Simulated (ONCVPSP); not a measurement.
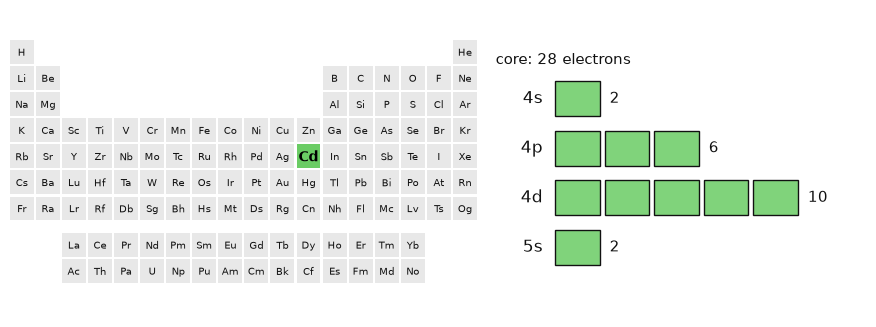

Left, the place of cadmium in the periodic table; right, the valence shells of the reference configuration: a box for each of the 2l + 1 orbitals, shaded by the share of the shell that is filled, with the electron count at the right.

Cd: pseudopotential generation

System: cadmium (Cd, Z = 48), core [Ar] 3d10, reference valence 4s2 4p6 4d10 5s2, valence charge 20.
Method: ONCV potential, PBE, scalar-relativistic, made with ONCVPSP 4.0.1.

**Key numbers**

- outcome: generated
- cutoffs needed: 38 Ha and 45 Ha (the cutoffs at which the residual kinetic energy of the hardest occupied pseudo-wave falls to 1 and 0.1 mHa per electron)
- ghost test: no bound ghost flagged; no localised positive-energy state flagged (flags above 300 eV left out)
- largest excitation error: -8.1 meV (all-electron minus pseudo) for 4s2 4p6 4d9 5s0, out of 4 test configurations
- range over which the phases arctan(r R′/R) at the test radius agree within 0.05 rad (a looser test near the poles than one of phase shifts): s: over the whole range computed; p: over the whole range computed; d: over the whole range computed; f: not judged, local potential alone
- hardware: 1 CPU thread, shared host
- wall time: 5.1 s

**Remarks**

Warnings of the program, in the generation or the tests: wellstate: negative energy specified for n= 5 l= 1.

**Input file**
```
# ATOM AND REFERENCE CONFIGURATION
# atsym  z   nc   nv     iexc    psfile
  Cd 48.00    6    4        4      upf
#
#   n    l    f
    1    0    2.00
    2    0    2.00
    2    1    6.00
    3    0    2.00
    3    1    6.00
    3    2   10.00
    4    0    2.00
    4    1    6.00
    4    2   10.00
    5    0    2.00
#
# PSEUDOPOTENTIAL AND OPTIMIZATION
# lmax
    2
#
#   l,   rc,      ep,       ncon, nbas, qcut
    0    1.30    0.00    4    9    9.70
    1    1.50    0.00    4    7    9.10
    2    1.10    0.00    4    8    9.50
#
# LOCAL POTENTIAL
# lloc, lpopt,  rc(5),   dvloc0
    4    4    1.00    0.00
#
# VANDERBILT-KLEINMAN-BYLANDER PROJECTORs
# l, nproj, debl
    0    2    2.30
    1    2    1.90
    2    2    3.90
#
# MODEL CORE CHARGE
# icmod, fcfact, rcfact
    0    0.00    0.00
#
# LOG DERIVATIVE ANALYSIS
# epsh1, epsh2, depsh
   -5.00    5.00    0.04
#
# OUTPUT GRID
# rlmax, drl
    6.00    0.01
#
# TEST CONFIGURATIONS
# ncnf
    4
# nvcnf
#   n    l    f
    4
    4    0    2.00
    4    1    6.00
    4    2   10.00
    5    0    1.00
#
    4
    4    0    2.00
    4    1    6.00
    4    2   10.00
    5    0    0.00
#
    4
    4    0    2.00
    4    1    6.00
    4    2    9.00
    5    0    0.00
#
    5
    4    0    2.00
    4    1    6.00
    4    2   10.00
    5    0    0.00
    5    1    2.00
#
```

Command:
```bash
oncvpsp.x < Cd.dat > Cd.out
```

**Output (extracts)**
```
ONCVPSP  (Optimized Norm-Conservinng Vanderbilt PSeudopotential)
scalar-relativistic version 4.0.1

#   n    l    f        energy (Ha)
    1    0    2.00    -9.7480415E+02
    2    0    2.00    -1.4472074E+02
    2    1    6.00    -1.2985396E+02
    3    0    2.00    -2.6972884E+01
    3    1    6.00    -2.2096279E+01
    3    2   10.00    -1.4465898E+01
    4    0    2.00    -3.8924178E+00
    4    1    6.00    -2.4610094E+00
    4    2   10.00    -4.3118281E-01
    5    0    2.00    -2.0799133E-01

Reference configufation results
  iterations    25
  all-electron total energy (Ha)   -5.59465379D+03

Begin loop to  construct optimized pseudo wave functions
and semi-local pseudopoentials for all angular momenta

Calculating optimized projector #   1

 for l=   0

    Fraction of norm inside rc  0.911564
    Optimizing pswf for qcut=   9.71 a_B^-1,  ecut=  47.12 Ha
    Residual kinetic energy error=  3.63D-06 Ha

    Energy error per electron        Cutoff
         Ha          eV             Ha
         0.01000     0.27211       28.31
         0.00100     0.02721       35.07
         0.00010     0.00272       40.50
         0.00001     0.00027       44.76

Calculating optimized projector #   2

 for l=   0

    Fraction of norm inside rc  0.038105
    Optimizing pswf for qcut=   9.71 a_B^-1,  ecut=  47.12 Ha
    Residual kinetic energy error=  1.71D-06 Ha

    Energy error per electron        Cutoff
         Ha          eV             Ha
         0.01000     0.27211       21.79
         0.00100     0.02721       31.10
         0.00010     0.00272       38.00
         0.00001     0.00027       43.29

WARNING wellstate: negative energy specified for n= 5 l=  1
WARNING scattering state with energy  0.25000000
WARNING will be used for the first projector

   Wellstate for l =  1  n =  5
     eigenvalue =   0.2500
     asymptotic potential =   0.7500
     half-point radius =  3.2357

Calculating optimized projector #   1

 for l=   1

    Fraction of norm inside rc  0.927574
    Optimizing pswf for qcut=   9.11 a_B^-1,  ecut=  41.46 Ha
    Residual kinetic energy error=  3.69D-07 Ha

    Energy error per electron        Cutoff
         Ha          eV             Ha
         0.01000     0.27211       16.13
         0.00100     0.02721       20.14
         0.00010     0.00272       23.29
         0.00001     0.00027       31.80

Calculating optimized projector #   2

 for l=   1

    Fraction of norm inside rc  0.068515
    Optimizing pswf for qcut=   9.11 a_B^-1,  ecut=  41.46 Ha
    Residual kinetic energy error=  1.78D-06 Ha

    Energy error per electron        Cutoff
         Ha          eV             Ha
         0.01000     0.27211       13.25
         0.00100     0.02721       17.46
         0.00010     0.00272       22.38
         0.00001     0.00027       36.28

   Wellstate for l =  2  n =  6
     eigenvalue =   3.4688
     asymptotic potential =   3.9688
     half-point radius =  2.7958

Calculating optimized projector #   1

 for l=   2

    Fraction of norm inside rc  0.435488
    Optimizing pswf for qcut=   9.50 a_B^-1,  ecut=  45.14 Ha
    Residual kinetic energy error=  9.93D-05 Ha

    Energy error per electron        Cutoff
         Ha          eV             Ha
         0.01000     0.27211       29.34
         0.00100     0.02721       37.62
         0.00010     0.00272       45.12
         0.00001     0.00027      141.11

Calculating optimized projector #   2

 for l=   2

    Fraction of norm inside rc  0.068249
    Optimizing pswf for qcut=   9.50 a_B^-1,  ecut=  45.14 Ha
    Residual kinetic energy error=  2.16D-04 Ha

    Energy error per electron        Cutoff
         Ha          eV             Ha
         0.01000     0.27211       29.19
         0.00100     0.02721       38.96
         0.00010     0.00272       48.66
         0.00001     0.00027      197.70

Construct Vanderbilt / Kleinmman-Bylander projectors

B matrix Hermiticity error, ll=   0
   1   2    5.0169E-04

  Orthonormal projector coefficients  1.5190E+01  2.0381E+00

B matrix Hermiticity error, ll=   1
   1   2    3.8866E-04

  Orthonormal projector coefficients  6.4609E+00  1.5710E+00

B matrix Hermiticity error, ll=   2
   1   2   -5.3988E-04

  Orthonormal projector coefficients  1.3036E+00  4.8215E-01

Pseudoatom total energy -167.919661

Diagnostic tests using Vanderbilt-Kleinman-Bylander pseudopotentials
  1 or more projectors used as specified by nproj input data

   l    rcore       rmatch      e in        delta e   norm test  slope test

   0   1.3030676   1.3426315  -3.8924178   0.0000026   1.0002357   1.0002329
   0   1.3030676   1.3426315  -0.2079913   0.0000092   1.0000749   1.0000612

   1   1.5042447   1.5499168  -2.4610094   0.0000011   1.0001985   1.0002012
   1   1.5042447   1.5499168   0.2500000   0.0000320   1.0003354   1.0003354

   2   1.1021063   1.1355686  -0.4311828   0.0000261   1.0001472   1.0002097
   2   1.1021063   1.1355686   3.4688172   0.0000450   1.0005052   1.0005052

 Testing for bound ghosts
   n   l    E NL Schr. Eq   E Basis Diag.   E Cutoff

   1   0       -3.892415       -3.892414    206.31
   2   0       -0.207982       -0.059164    206.31

   2   1       -2.461008       -2.461005     99.06

   3   2       -0.431157       -0.412413    282.95

 Testing for highly-localized positive-energy ghosts
       l    <radius>/rc     E Basis Diag.   E Cutoff

       0        0.882331       14.694732    206.31  WARNING - GHOST(+)

Test configuration 0

   n   l     f        eae           eps        diff
   1   0  2.0000 -974.80415051
   2   0  2.0000 -144.72073712
   2   1  6.0000 -129.85395751
   3   0  2.0000  -26.97288408
   3   1  6.0000  -22.09627933
   3   2 10.0000  -14.46589821
   4   0  2.0000   -3.89241777   -3.89241521    2.56D-06
   4   1  6.0000   -2.46100938   -2.46100830    1.09D-06
   4   2 10.0000   -0.43118281   -0.43115675    2.61D-05
   5   0  2.0000   -0.20799133   -0.20798212    9.21D-06

    Total energies and differences
      AE_ref= -5.59465379D+03  AE_tst= -5.59465379D+03  dif=  0.00D+00
      PS_ref= -1.67919661D+02  PS_tst= -1.67919661D+02  dif=  1.56D-12
      PSP excitation error= -1.56D-12

Test configuration 1

   n   l     f        eae           eps        diff
   1   0  2.0000 -975.12921192
   2   0  2.0000 -145.04234602
   2   1  6.0000 -130.17575104
   3   0  2.0000  -27.29540877
   3   1  6.0000  -22.41879549
   3   2 10.0000  -14.78814194
   4   0  2.0000   -4.21716031   -4.21732936   -1.69D-04
   4   1  6.0000   -2.78634523   -2.78639493   -4.97D-05
   4   2 10.0000   -0.75373988   -0.75371005    2.98D-05
   5   0  1.0000   -0.47988107   -0.47987653    4.54D-06

    Total energies and differences
      AE_ref= -5.59465379D+03  AE_tst= -5.59431303D+03  dif=  3.41D-01
      PS_ref= -1.67919661D+02  PS_tst= -1.67578843D+02  dif=  3.41D-01
      PSP excitation error= -5.45D-05

Test configuration 2

   n   l     f        eae           eps        diff
   1   0  2.0000 -975.50170953
   2   0  2.0000 -145.40966469
   2   1  6.0000 -130.54335276
   3   0  2.0000  -27.66369488
   3   1  6.0000  -22.78706887
   3   2 10.0000  -15.15605816
   4   0  2.0000   -4.58725149   -4.58770075   -4.49D-04
   4   1  6.0000   -3.15675576   -3.15691772   -1.62D-04
   4   2 10.0000   -1.11878103   -1.11875975    2.13D-05

    Total energies and differences
      AE_ref= -5.59465379D+03  AE_tst= -5.59368366D+03  dif=  9.70D-01
      PS_ref= -1.67919661D+02  PS_tst= -1.66949359D+02  dif=  9.70D-01
      PSP excitation error= -1.70D-04

Test configuration 3

   n   l     f        eae           eps        diff
   1   0  2.0000 -976.13628752
   2   0  2.0000 -146.04998470
   2   1  6.0000 -131.18339151
   3   0  2.0000  -28.29800250
   3   1  6.0000  -23.42139061
   3   2 10.0000  -15.79142292
   4   0  2.0000   -5.19779048   -5.19795283   -1.62D-04
   4   1  6.0000   -3.75834972   -3.75863114   -2.81D-04
   4   2  9.0000   -1.68395636   -1.68382786    1.28D-04

    Total energies and differences
      AE_ref= -5.59465379D+03  AE_tst= -5.59228686D+03  dif=  2.37D+00
      PS_ref= -1.67919661D+02  PS_tst= -1.65552431D+02  dif=  2.37D+00
      PSP excitation error= -2.97D-04

Test configuration 4

   n   l     f        eae           eps        diff
   1   0  2.0000 -974.93755431
   2   0  2.0000 -144.85042888
   2   1  6.0000 -129.98369327
   3   0  2.0000  -27.10431336
   3   1  6.0000  -22.22767460
   3   2 10.0000  -14.59695679
   4   0  2.0000   -4.02681979   -4.02698077   -1.61D-04
   4   1  6.0000   -2.59586021   -2.59586123   -1.02D-06
   4   2 10.0000   -0.56150257   -0.56146652    3.61D-05
   5   1  2.0000   -0.10223177   -0.10222959    2.17D-06

    Total energies and differences
      AE_ref= -5.59465379D+03  AE_tst= -5.59429840D+03  dif=  3.55D-01
      PS_ref= -1.67919661D+02  PS_tst= -1.67564220D+02  dif=  3.55D-01
      PSP excitation error= -4.86D-05
```

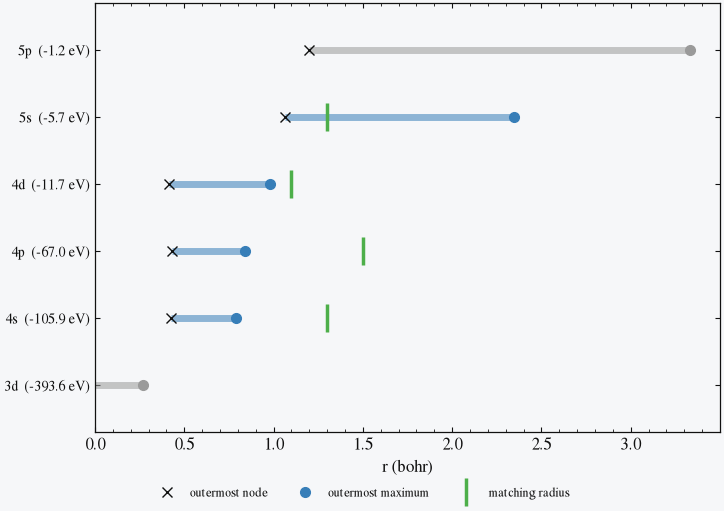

Outer shells of the all-electron reference atom: each bar runs from the outermost node (or the nucleus) to the outermost maximum of u(r); the tick is the radius chosen for the pseudo-wave. Shells without a tick have no pseudo-wave of their own. Levels, nodes and maxima are from ld1.x, scalar-relativistic.

- Radii against the shells: 4s: 1.30 bohr, outside the maximum; 4p: 1.50 bohr, outside the maximum; 4d: 1.10 bohr, outside the maximum; 5s: 1.30 bohr, between node and maximum.

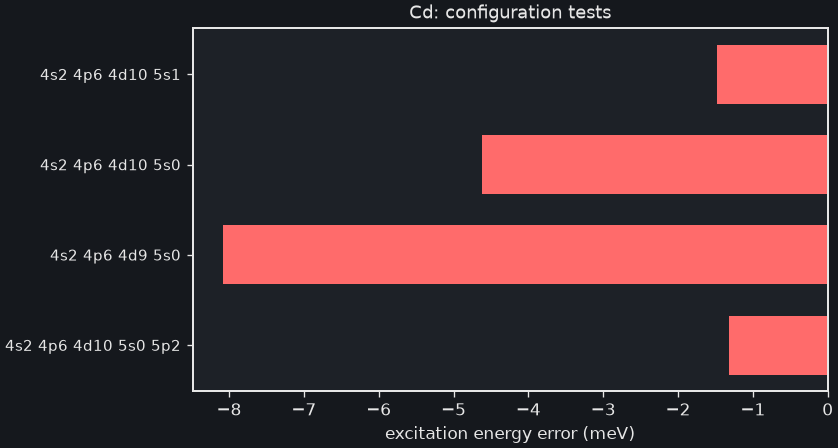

Errors, all-electron minus pseudo, of the energies of valence configurations relative to the unpolarised reference 4s2 4p6 4d10 5s2.

- Worst configuration: 4s2 4p6 4d9 5s0 (charge +3): the error is -8.1 meV on an all-electron energy of +64.41 eV relative to the reference, or 0.013 %.
- Configurations within 10 meV and within 50 meV: 4 and 4 of 4.
- Errors in meV: 4s2 4p6 4d10 5s1: -1.5; 4s2 4p6 4d10 5s0: -4.6; 4s2 4p6 4d9 5s0: -8.1; 4s2 4p6 4d10 5s0 5p2: -1.3.

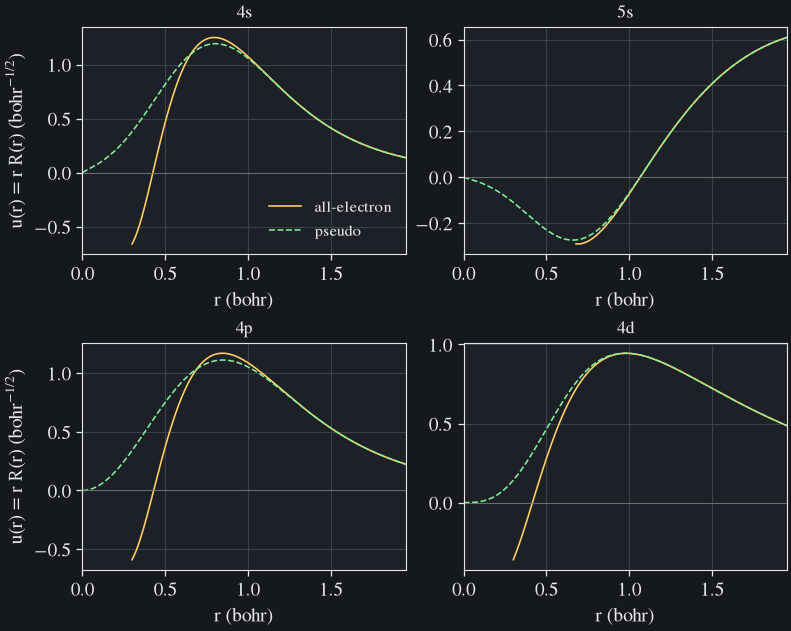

All-electron valence functions (solid) with their pseudo partners (dashed). The innermost oscillations of some all-electron curves aren't drawn. Reference configuration 4s2 4p6 4d10 5s2.

- Matching radii: 4s at 1.30 bohr; 5s at 1.30 bohr; 4p at 1.50 bohr; 4d at 1.10 bohr. The curves merge smoothly, so the plot gives these only roughly.
- Nodes of the pseudo-waves: 4s has no node; 5s has a node at about 1.1 bohr; 4p has no node; 4d has no node. A node in 5s is expected, since a lower shell of the same l is also in the valence and the two must stay orthogonal.
- Cutoffs needed: 38 Ha (loose) and 45 Ha (tight), as the cutoffs at which the residual kinetic energy of the hardest occupied pseudo-wave falls to 1 and 0.1 mHa per electron.

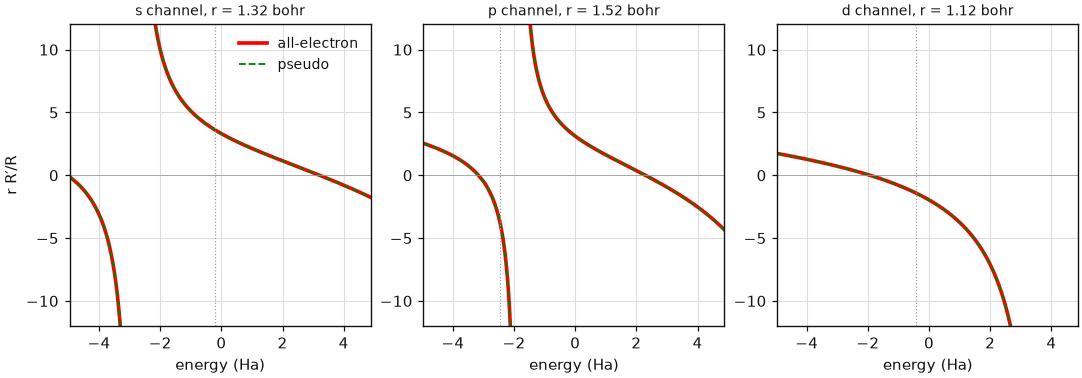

Logarithmic derivatives r R′/R at the test radius against energy, all-electron atom (solid) and pseudo-atom (dashed). Here R(r) is the radial function. The dotted line marks the reference energy of the channel. Not drawn: f: not judged.

- Poles, where the radial function vanishes at the test radius: s: all-electron at -2.8 Ha, pseudo at -2.8 Ha; p: all-electron at -1.9 Ha, pseudo at -1.9 Ha; d: all-electron at 3.9 Ha, pseudo at 3.9 Ha.
- Ghost states: the plot shows none: pseudo and all-electron curves have the same branches in all channels drawn. The separate test gives: no bound ghost flagged; no localised positive-energy state flagged (flags above 300 eV left out).
- Zeros of the logarithmic derivative: s: all-electron 3.2 Ha, pseudo 3.2 Ha; p: all-electron -3.2 and 2.3 Ha, pseudo -3.2 and 2.3 Ha; d: all-electron -1.9 Ha, pseudo -1.9 Ha.

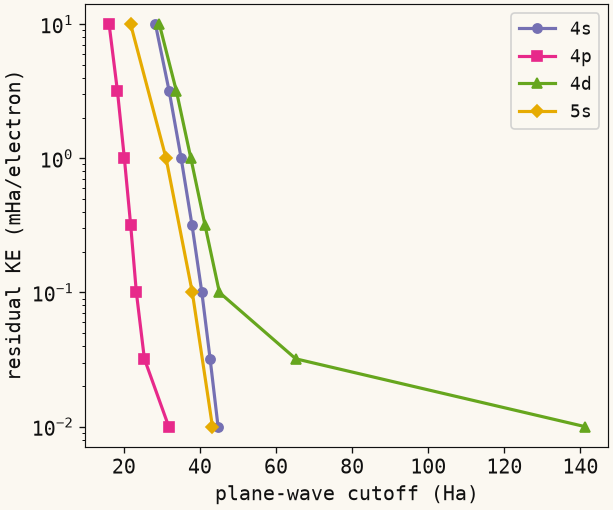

Residual kinetic energy of the pseudo-waves (the first of each channel, and further valence shells) beyond the plane-wave cutoff, as the generator prints it.

- Cutoffs for the occupied states: 38 Ha for 1 mHa and 45 Ha for 0.1 mHa per electron. The first is set by 4d.
- Cutoffs for 1 mHa per electron: 4d: 38 Ha; 4s: 35 Ha; 5s: 31 Ha; 4p: 20 Ha.
